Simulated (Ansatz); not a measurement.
**TaRu: LAPW beside PAW**

Aim: solve TaRu at one geometry with all-electron LAPW, PAW on the default files and datasets made for this crystal, and see where they agree.

Computed with Ansatz 0.2.0 (DFT LDA, scalar-relativistic, unless a step's input says otherwise).

### Step 1. The starting structure

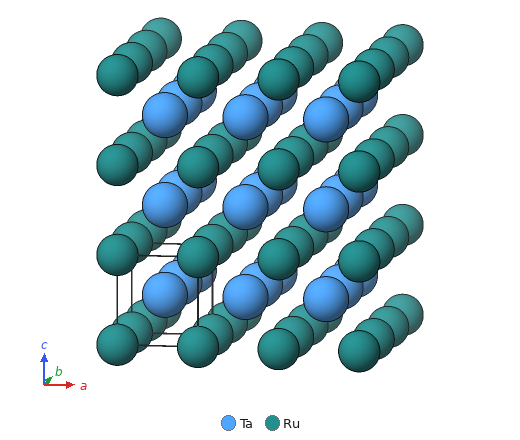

Start, viewed slightly off an axis; tantalum blue, ruthenium teal. 3×3×3 cells are drawn. Atoms on the faces are drawn again on the opposite ones.

As a file:

```
Ta Ru
1.0
     3.05300    0.00000    0.00000
     0.00000    3.05300    0.00000
     0.00000    0.00000    3.38900
Ta Ru
1 1
Cartesian
  1.5265 1.5265 1.6945
  0.0000 0.0000 0.0000
```

The geometry is a database entry used as it stands. It may stem from high pressure or temperature, or be incomplete, so it serves as a test cell.

Atoms are numbered in the order of the input: Ta1, Ru2.

### Step 2. All-electron LAPW

input.yaml

```yaml
crystal:
  lattice:
    - [3.053, 0.0, 0.0]
    - [0.0, 3.053, 0.0]
    - [0.0, 0.0, 3.389]
  atoms:
    - { symbol: Ta, position: [0.5, 0.5, 0.5] }
    - { symbol: Ru, position: [0.0, 0.0, 0.0] }
kpoints:
  mp_grid: { grid: [11, 11, 10] }
  band_path:
    path:
      - [0.0, 0.0, 0.0]
      - [0.0, 0.5, 0.0]
      - [0.5, 0.5, 0.0]
      - [0.0, 0.0, 0.0]
      - [0.0, 0.0, 0.5]
      - [0.0, 0.5, 0.5]
      - [0.5, 0.5, 0.5]
      - [0.0, 0.0, 0.5]
      - [0.0, 0.5, 0.0]
    npoints: 14
scf:
  occupations: { method: fermi_dirac, width: 0.05 }
hamiltonian:
  xc: lda
  pseudopotentials: { kind: all_electron, lapw: { basis_error: 0.0005 } }
output:
  forces: true
  stress: true
  eigenvalues: true
  populations: true
  dos: { projected: true, de: 0.2, e_range: [-14, 8] }
```

The run is started by

```sh
$ ansatz run input.yaml --threads 1 --pin off --max-ram 3072MiB --backend cpu --events-out ev --progress --plain --runs-dir out
```

The program printed:

```text
Ta: projections on atomic orbitals take those of the free atom 1s2 2s2 2p6 3s2 3p6 3d10 4s2 4p6 4d10 4f14 5s2 5p6 5d3 6s2, of charge +0.00 (hamiltonian.pseudopotentials.projection_atoms)
Ru: projections on atomic orbitals take those of the free atom 1s2 2s2 2p6 3s2 3p6 3d10 4s2 4p6 4d7 5s1, of charge +0.00 (hamiltonian.pseudopotentials.projection_atoms)
LAPW: plane waves up to 8.802 Å⁻¹, error target 5.0e-4 eV per atom; small_component_spin mean_spin; Ru in spheres of 1.337 Å, 32 of its electrons in bands, Dirac shells []; Ta in spheres of 1.407 Å, 43 of its electrons in bands, Dirac shells []
Engine: ansatz 0.2.0
Pseudopotentials: kind: all_electron
Pseudopotential: Ta, LAPW, valence charge 43, Koelling and Harmon's equation, gaussian nucleus
Pseudopotential: Ru, LAPW, valence charge 32, Koelling and Harmon's equation, gaussian nucleus
Functional definition: SPW92
  exchange = slater_x
  correlation = pw_c
Crystal: 2 atoms, lattice volume = 31.588 Å³
Basis set: ecut = 295.15963271257664 eV, 381 PW (Γ), exchange–correlation at level 2
Bands: 45, of which v1, the nominal top of the filled ones, is band 38 counted from 1 (37 counted from 0)
Symmetry: 16 space group operations
Space group: P4/mmm (ITA 123), of the structure as read, at distance tolerance 3.2e-5 Å
k-points: 126 of 1210
Non-local potential: Ta, projectors of the file, none
Non-local potential: Ru, projectors of the file, none
Initial density: superposition of atomic densities (chi_scale 0.1, normalization cell, long waves kept (reshape's long-wave potential 0.00 eV rms))
Initial wavefunctions: plane waves of lowest kinetic energy (no species holds an atomic orbital)
Functional: x = slater, c = lda
iter 1 solved again at ethr=1.29e-3 eV; its pass at ethr=1.00e-1 eV (dr2=9.70e-1 eV) is discarded
SCF iter   1: F=—  HF=-547496.097216 eV  |F-HF|=—  |Δ(HF+E_count)|=         —  Δρ=5.47e-2  dr2=9.71e-1  ethr=1.29e-3  ⟨swp⟩=2.1  Hψ=33887  notcnv=0
preconditioner: auto → Kerker (q_TF=auto, 3.151 Å⁻¹)  [metal: Δε(μ)=0.007 eV  Ē_g=21.039 eV  σ=0.050 eV  W_gap=0.03  n_scr=18 (ndim 8)  ℏωp=38.0 eV  f_vac=0.000  D(μ)=2.29/eV (n_scr^D=26)]
SCF iter   2: F=—  HF=-547496.353393 eV  |F-HF|=—  |Δ(HF+E_count)|=   2.56e-1  Δρ=7.72e-2  dr2=3.60e0  ethr=1.29e-3  ⟨swp⟩=2.5  Hψ=16952  notcnv=0  recentre
iter 3 solved again at ethr=1.23e-4 eV; its pass at ethr=1.29e-3 eV (dr2=9.20e-2 eV) is discarded
SCF iter   3: F=—  HF=-547495.210154 eV  |F-HF|=—  |Δ(HF+E_count)|=    1.14e0  Δρ=2.17e-2  dr2=9.21e-2  ethr=1.23e-4  ⟨swp⟩=2.0  Hψ=27320  notcnv=0
SCF iter   4: F=—  HF=-547495.096647 eV  |F-HF|=—  |Δ(HF+E_count)|=         —  Δρ=8.59e-3  dr2=3.57e-2  ethr=1.23e-4  ⟨swp⟩=2.0  Hψ=16493  notcnv=0
the basis was enlarged: its passes take 602.2 KiB over the memory plan, 1 of 1 planned eigensolver slots
SCF iter   5: F=—  HF=-547495.089714 eV  |F-HF|=—  |Δ(HF+E_count)|=   6.93e-3  Δρ=5.17e-3  dr2=8.90e-3  ethr=4.76e-5  ⟨swp⟩=2.0  Hψ=15892  notcnv=0
SCF iter   6: F=—  HF=-547495.092037 eV  |F-HF|=—  |Δ(HF+E_count)|=   2.32e-3  Δρ=2.98e-3  dr2=3.21e-3  ethr=1.19e-5  ⟨swp⟩=2.0  Hψ=16755  notcnv=0
SCF iter   7: F=—  HF=-547495.090508 eV  |F-HF|=—  |Δ(HF+E_count)|=   1.53e-3  Δρ=1.51e-3  dr2=1.13e-3  ethr=4.28e-6  ⟨swp⟩=2.0  Hψ=16748  notcnv=0
SCF iter   8: F=—  HF=-547495.090146 eV  |F-HF|=—  |Δ(HF+E_count)|=   3.63e-4  Δρ=4.19e-4  dr2=2.76e-5  ethr=1.50e-6  ⟨swp⟩=2.0  Hψ=16761  notcnv=0
SCF iter   9: F=—  HF=-547495.090119 eV  |F-HF|=—  |Δ(HF+E_count)|=   2.66e-5  Δρ=1.51e-4  dr2=5.04e-6  ethr=3.68e-8  ⟨swp⟩=2.0  Hψ=16771  notcnv=0
SCF iter  10: F=—  HF=-547495.090120 eV  |F-HF|=—  |Δ(HF+E_count)|=   1.29e-6  Δρ=9.25e-5  dr2=5.25e-6  ethr=6.72e-9  ⟨swp⟩=2.0  Hψ=16770  notcnv=0
SCF iter  11: F=—  HF=-547495.090119 eV  |F-HF|=—  |Δ(HF+E_count)|=   1.31e-6  Δρ=2.21e-5  dr2=2.47e-7  ethr=6.72e-9  ⟨swp⟩=2.0  Hψ=16771  notcnv=0
SCF iter  12: F=-547495.090119 eV  HF=-547495.090119 eV  |F-HF|=4.11e-8  |Δ(HF+E_count)|=   2.00e-8  Δρ=8.35e-6  dr2=3.84e-8  ethr=3.29e-10  ⟨swp⟩=2.0  Hψ=16770  notcnv=0
SCF 1 converged in 12 iterations: F = -547495.090119 eV  dr2 = 3.84e-8
NSCF: frozen V_eff on 113 k-points
SCF converged after 12 iterations
Free energy (F): -547495.090119 eV
Harris-Foulkes:  -547495.090119 eV  (|F-HF|=4.11e-8)
Internal energy: -547495.070390 eV  (E = F + TS)
E sigma→0 (E₀):  -547495.080254 eV
Entropy (-TS):   -0.019729 eV (-9.864 meV/atom)
Fermi energy:    25.578019 eV
--- Per-component energies (eV) ---
  E_band       = -9050.570665
  E_kinetic    = 601577.277732
  E_xc         = -11891.289986
  E_electrostatic = -1137181.058136  (all electrons and nuclei)
  E_smearing   = -0.019729  (= −TS)
  E_closure    = 0.000000  (closes the sum)
  E_atoms      = -547473.053281  (free atoms, spherical and without spin; not in F)
  Σ components = -547495.090119   (vs F -547495.090119, Δ=0.00e0)
  Basis errors (estimates in eV, not in F): energy 1.2e-4 per atom: plane waves 1.1e-4 (5.4e-5 summed), levels above the bands 2.5e-90, relativity 7.0e-9, radial functions 1.6e-5, core shells 3.7e-8; eigenvalues (radial functions only) 1.7e-6; not estimated: angular momenta, meshes, grids; target (lapw.basis_error) 5.0e-4; muffin-tin radii Ru 1.337 Å, Ta 1.407 Å
--- Forces (eV/Å), atoms counted from 1 ---
  atom   1  Ta     0.00000000     0.00000000     0.00000000
  atom   2  Ru    -0.00000000     0.00000000     0.00000000
  max |Σ_I F_I| component: 1.97e-31 eV/Å
--- Stress (GPa, compression-positive) ---
      -10.734617       0.000000       0.000000
        0.000000     -10.734617       0.000000
        0.000000       0.000000      -9.463108
  P = ⅓ Tr σ = -10.3108 GPa (-103.108 kbar)
--- Band table (eV; the first three rows and the last of 126) ---
  k-point 0: bands = ["-417.5223", "-417.5078", "-417.5078", "-369.2381", "-369.2373", "-369.2373", "-244.2868", "-244.2862", "-244.2570", "-244.2570", "-244.2348", "-191.3328", "-191.3224", "-191.3217", "-191.3131", "-191.3131", "-47.1702", "-42.7661", "-17.2335", "-17.1886", "-17.1886", "-9.1963", "-9.0579", "-9.0579", "5.3735", "5.3761", "5.3761", "5.3841", "5.3908", "5.3908", "5.3943", "16.9346", "19.7411", "19.9551", "23.2250", "23.2250", "24.0833", "26.0107", "27.3528", "29.8813", "30.0069", "30.0069", "32.1042", "34.8975", "34.8975"]
  k-point 1: bands = ["-417.5223", "-417.5078", "-417.5078", "-369.2381", "-369.2373", "-369.2373", "-244.2868", "-244.2862", "-244.2570", "-244.2570", "-244.2348", "-191.3328", "-191.3224", "-191.3217", "-191.3131", "-191.3131", "-47.1697", "-42.7660", "-17.2367", "-17.1875", "-17.1875", "-9.2157", "-9.0590", "-9.0590", "5.3723", "5.3763", "5.3763", "5.3836", "5.3910", "5.3910", "5.3940", "17.1289", "19.8743", "20.0511", "23.2556", "23.2556", "24.1374", "25.7821", "27.3252", "29.4739", "29.4739", "29.7657", "31.5417", "35.6442", "35.6442"]
  k-point 2: bands = ["-417.5223", "-417.5078", "-417.5078", "-369.2381", "-369.2373", "-369.2373", "-244.2868", "-244.2862", "-244.2570", "-244.2570", "-244.2348", "-191.3328", "-191.3224", "-191.3217", "-191.3131", "-191.3131", "-47.1684", "-42.7658", "-17.2450", "-17.1844", "-17.1844", "-9.2661", "-9.0620", "-9.0620", "5.3693", "5.3767", "5.3767", "5.3825", "5.3915", "5.3915", "5.3933", "17.6870", "20.2301", "20.3341", "23.3505", "23.3505", "24.2881", "25.1729", "27.1732", "28.4229", "28.4229", "29.4582", "30.3351", "37.3254", "37.3254"]
  k-point 125: bands = ["-417.5223", "-417.5078", "-417.5078", "-369.2381", "-369.2373", "-369.2373", "-244.2868", "-244.2862", "-244.2570", "-244.2570", "-244.2348", "-191.3328", "-191.3224", "-191.3217", "-191.3131", "-191.3131", "-47.1418", "-42.7215", "-17.3203", "-17.3193", "-17.2408", "-9.4599", "-9.4579", "-9.3034", "5.3705", "5.3706", "5.3760", "5.3832", "5.3875", "5.3876", "5.4053", "21.7649", "21.9926", "22.2007", "22.5887", "22.9672", "22.9910", "25.2250", "25.9349", "29.2294", "30.4266", "33.2347", "33.5900", "35.5375", "35.5431"]
--- Löwdin populations: 2 sites ---
  site symbol       q [e]
     0     Ta     72.7366
     1     Ru     44.0669
  spilling = 0.001680 (of n_electrons = 117.000000)
```

It took 83 s on 1 thread of Arm Neoverse V2, shared host; peak memory 0.73 GiB.

In short: pressure -10.31 GPa; no gap.

At the corners of the path (eV, zero at the Fermi level):

```csv
point,band 35,band 36,band 37,band 38,band 39,band 40,band 41
Γ,-2.35,-2.35,-1.49,0.43,1.77,4.30,4.43
X,-2.55,-2.06,-1.96,-1.18,-0.68,0.45,1.67
M,-4.54,0.26,1.13,1.44,1.44,2.95,4.67
Γ,-2.35,-2.35,-1.49,0.43,1.77,4.30,4.43
Z,-2.52,-1.79,-1.79,-0.81,0.06,0.78,0.78
R,-3.43,-0.83,0.55,0.63,0.72,1.07,4.21
A,-3.20,-2.55,-2.55,-0.33,0.30,3.69,5.11
Z,-2.52,-1.79,-1.79,-0.81,0.06,0.78,0.78
X,-2.55,-2.06,-1.96,-1.18,-0.68,0.45,1.67
```

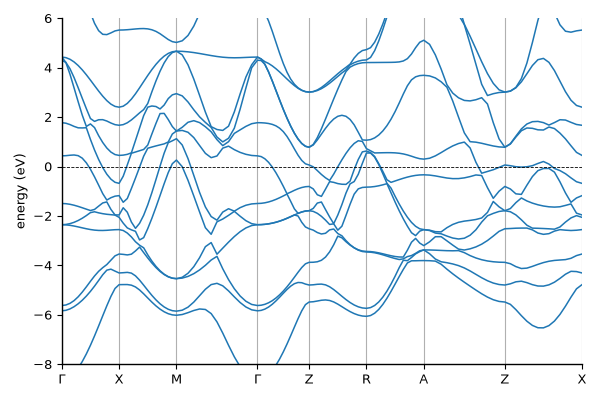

Bands along the path, counted from its Fermi level.

States per cell in windows of 1 eV (zero at the Fermi level; grid of 0.20 eV, so sharp peaks spill over the borders):

```csv
from,to,total,Ru 4d,Ta 5d
-9,-8,0.02,0.00,0.00
-8,-7,0.14,0.00,0.00
-7,-6,0.29,0.02,0.02
-6,-5,1.48,0.58,0.40
-5,-4,2.41,1.29,0.84
-4,-3,2.77,1.85,0.83
-3,-2,3.02,1.99,0.78
-2,-1,1.64,0.97,0.42
-1,0,0.98,0.46,0.39
0,1,2.49,1.00,1.33
1,2,2.49,0.79,1.46
2,3,1.24,0.26,0.84
3,4,1.63,0.30,1.18
4,5,1.16,0.22,0.76
```

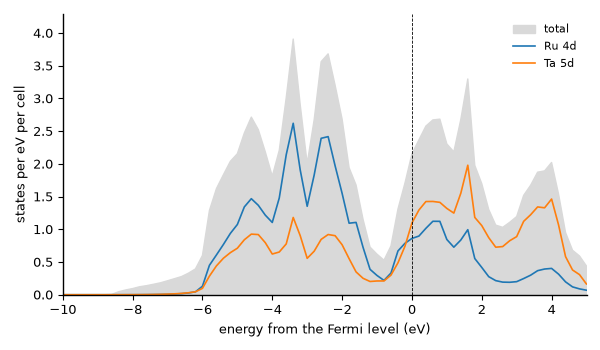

Density of states, total and projected.

### Step 3. PAW on the default files

Changes to input.yaml since step 2:

```diff
@@ -26,3 +26,3 @@
   xc: lda
-  pseudopotentials: { kind: all_electron, lapw: { basis_error: 0.0005 } }
+  pseudopotentials: { kind: paw }
 output:
@@ -31,3 +31,9 @@
   eigenvalues: true
+  efg: { contact_densities: true }
   populations: true
+  bader: true
   dos: { projected: true, de: 0.2, e_range: [-14, 8] }
+  write_density: true
+  write_potential: true
+  elf: true
+  volumetric_format: npy
```

The run is started by

```sh
$ ansatz run input.yaml --threads 1 --pin off --max-ram 3072MiB --backend cpu --events-out ev --progress --plain --runs-dir out
```

The program printed (excerpt; [...] marks lines left out):

```text
Ru, Ta: output.efg is read without spin–orbit coupling, which moves field gradients at and beside such atoms by some per cent and up to a factor of two; PAW files take it under magnetization.noncollinear and magnetization.spin_orbit
[...]
Pseudopotentials: kind: paw
Pseudopotential: Ta, paw, valence charge 13, recommended cutoff 420 eV (normal)
Pseudopotential: Ru, paw, valence charge 16, recommended cutoff 420 eV (normal)
[... 1 set-up line as earlier in the session ...]
[...]
Crystal: 2 atoms, lattice volume = 31.588 Å³
Basis set: ecut = 420 eV, 643 PW (Γ)
Bands: 19, of which v1, the nominal top of the filled ones, is band 15 counted from 1 (14 counted from 0)
[... 2 set-up lines as earlier in the session ...]
k-points: 126 of 1210
[...]
  atom   1  Ta V_zz =    +1.658884   η = 0.0000   by run symmetry: allowed
            electrostatic potential = -14501.551284 V   contact ρ = 8123785.490419 e/Å³
  atom   2  Ru V_zz =    +1.806581   η = 0.0000   by run symmetry: allowed
            electrostatic potential = -6805.593911 V   contact ρ = 716487.345166 e/Å³
--- Band table (eV; the first three rows and the last of 126) ---
  k-point 0: bands = ["-51.6810", "-47.2531", "-21.7371", "-21.6927", "-21.6927", "-13.6784", "-13.5389", "-13.5389", "12.4517", "15.2576", "15.4716", "18.7416", "18.7416", "19.5996", "21.5253", "22.8669", "25.3957", "25.5209", "25.5209"]
[...]
--- Löwdin populations: 2 sites ---
  site symbol       q [e]
     0     Ta     12.7003
     1     Ru     16.0914
  spilling = 0.007182 (of n_electrons = 29.000000)
--- Bader charges: 2 sites ---
  site symbol  charge [e]  shift [e]
     0     Ta      1.0370     0.0012
     1     Ru     -1.0370     0.0012
  estimated error of the sums over rays = 6.1e-4 e
```

Wall time 23 s (1 thread of Arm Neoverse V2, shared host); peak memory 0.42 GiB.

In short: pressure -10.44 GPa; no gap; Vzz Ta1 1.66 (η = 0.00), Ru2 1.81 (η = 0.00) (10²¹ V/m²).

```csv
atom,Bader charge (e),basin volume (Å³)
Ta1,+1.04,13.97
Ru2,-1.04,17.62
```

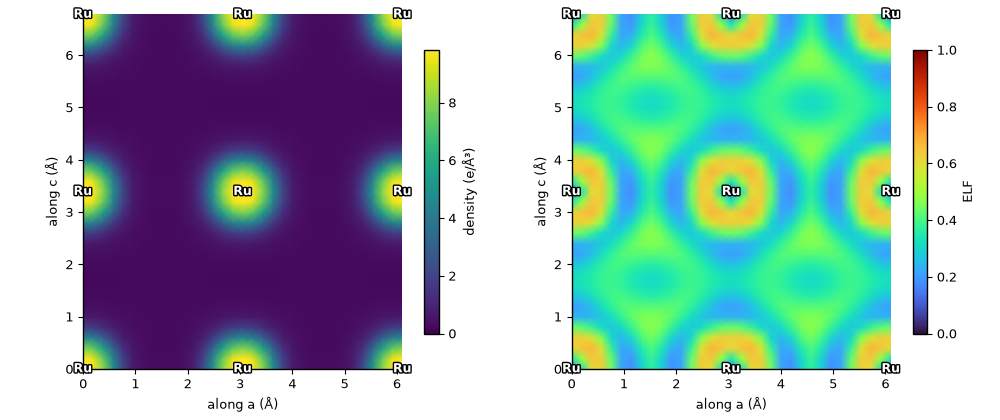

Density (left) and ELF (right) in a lattice plane of the grid's cell (edges 3.05 and 3.39 Å, at 0.000 of the third edge), which holds Ru. Only atoms in the plane are labelled. Both are smooth fields of the valence electrons: close to the nuclei they are not physical.

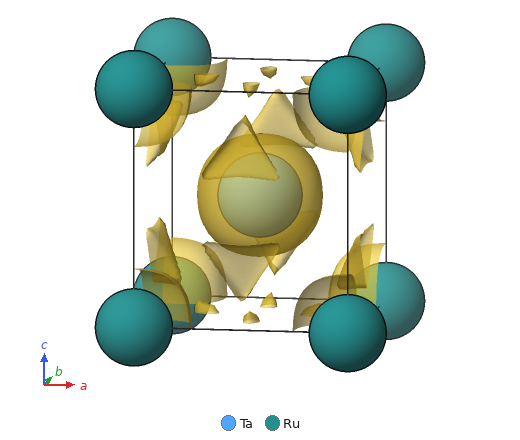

Surface of ELF = 0.41, drawn in one cell.

The highest ELF values outside the cores: 0.47 between the atoms, 1.7 Å from Ru.

### Step 4. Datasets made for this crystal

Changes to input.yaml since step 3:

```diff
@@ -21,3 +21,3 @@
       - [0.0, 0.5, 0.0]
-    npoints: 14
+    npoints: 8
 scf:
@@ -26,3 +26,3 @@
   xc: lda
-  pseudopotentials: { kind: paw }
+  pseudopotentials: { kind: all_electron, datasets: crystal }
 output:
@@ -32,8 +32 @@
   efg: { contact_densities: true }
-  populations: true
-  bader: true
-  dos: { projected: true, de: 0.2, e_range: [-14, 8] }
-  write_density: true
-  write_potential: true
-  elf: true
-  volumetric_format: npy
```

The run is started by

```sh
$ ansatz run input.yaml --threads 1 --pin off --max-ram 3072MiB --backend cpu --events-out ev --progress --plain --runs-dir out
```

The program printed (excerpt; [...] marks lines left out):

```text
[...]
band count auto-derived: 21 (N_el = 29.0; filled up to band 15; 19 by the electrons, moments and atoms)
Ru, Ta: output.efg is read without spin–orbit coupling, which moves field gradients at and beside such atoms by some per cent and up to a factor of two; PAW files take it under magnetization.noncollinear and magnetization.spin_orbit
[...]
[... 1 set-up line as earlier in the session ...]
Pseudopotential: Ta, paw, valence charge 27, recommended cutoff 260 eV (normal), Koelling and Harmon's equation, gaussian nucleus
Pseudopotential: Ru, paw, valence charge 16, recommended cutoff 260 eV (normal), Koelling and Harmon's equation, gaussian nucleus
[... 1 set-up line as earlier in the session ...]
[...]
Crystal: 2 atoms, lattice volume = 31.588 Å³
Basis set: ecut = 260 eV, 281 PW (Γ)
Bands: 21, of which v1, the nominal top of the filled ones, is band 15 counted from 1 (14 counted from 0)
[...]
--- Stress (GPa, compression-positive) ---
      -10.735420       0.000000       0.000000
        0.000000     -10.735420       0.000000
        0.000000       0.000000      -9.463375
  P = ⅓ Tr σ = -10.3114 GPa (-103.114 kbar)
  It holds what live shells' own plane waves past their cutoff add
--- PAW observables at the nuclei: V_zz in 10²¹ V/m², potentials from the cell's mean, atoms counted from 1 ---
  atom   1  Ta V_zz =    +1.594064   η = 0.0000   by run symmetry: allowed
            electrostatic potential = -14495.581156 V   contact ρ = 8119653.298859 e/Å³
  atom   2  Ru V_zz =    +1.896764   η = 0.0000   by run symmetry: allowed
            electrostatic potential = -6801.735114 V   contact ρ = 716507.085650 e/Å³
--- Band table (eV; the first three rows and the last of 126) ---
  k-point 0: bands = ["-47.1701", "-42.7661", "-17.2333", "-17.1885", "-17.1885", "-9.1963", "-9.0579", "-9.0579", "16.9346", "19.7412", "19.9551", "23.2251", "23.2251", "24.0833", "26.0107", "27.3529", "29.8813", "30.0069", "30.0069"]
[...]
```

Run time: 42 s. Hardware: 1 thread of Arm Neoverse V2, shared host; peak memory 1 GiB.

This run gives: pressure -10.31 GPa; no gap; Vzz Ta1 1.59 (η = 0.00), Ru2 1.90 (η = 0.00) (10²¹ V/m²).

```csv
atom,contact density (e/Å³)
Ta1,8119653
Ru2,716507.1
```

### Step 5. The methods compared

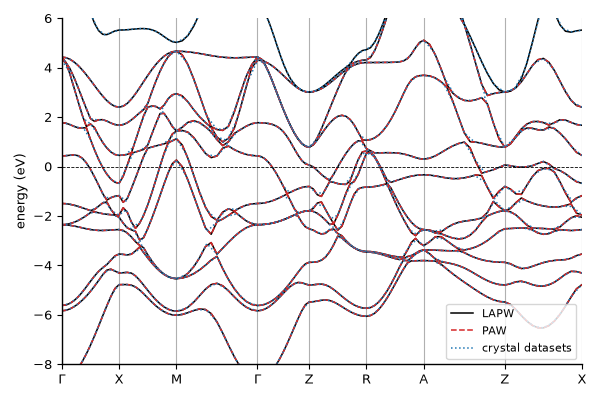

Bands of 3 runs (LAPW; PAW; crystal datasets) drawn together, counted from each run's Fermi level.

```
          method  pressure (GPa)  Vzz Ta1 (10²¹ V/m²)  Vzz Ru2 (10²¹ V/m²)  SCF cycles, all passes
            LAPW          -10.31                    –                    –                      12
             PAW          -10.44                 1.66                 1.81                       6
crystal datasets          -10.31                 1.59                 1.90                      10
```

### Step 6. Summary of results

| quantity | value |
| --- | --- |
| pressure | LAPW -10.31, PAW -10.44, crystal datasets -10.31 GPa |
| gap (LAPW) | none |
| Bader charges (PAW) | Ta1 +1.04, Ru2 -1.04 e |
| highest ELF (PAW) | 0.47, 1.72 Å from Ru |

**Reading.** The pressure of -10.3 GPa pushes the cell to shrink, with the atoms held in place. With 75 electrons in the bands of a cell, and no spin, a band must be partly filled: it is a metal at this level. Within 0.3 eV of the Fermi level the largest projected share is Ta 5d (52 %). The projection holds only the free atom's occupied shells (Ta 6s, Ta 5d, Ru 5s, Ru 4d in this range). The field gradient at Ru2, the largest by crystal datasets, is 1.81 by PAW and 1.90 by crystal datasets (10²¹ V/m²), within 5 %. No spin–orbit coupling: at heavy atoms the gradients can be off by tens of per cent for that reason. In pressure, PAW differs from LAPW by -0.13 GPa. The price, with the outputs that each input asks for: 83 s for LAPW against 23 s for PAW, about 4 to one. Spin-orbit coupling is left out, though the cell holds Ta; in elements this heavy it can shift bands and gaps by tenths of an eV.
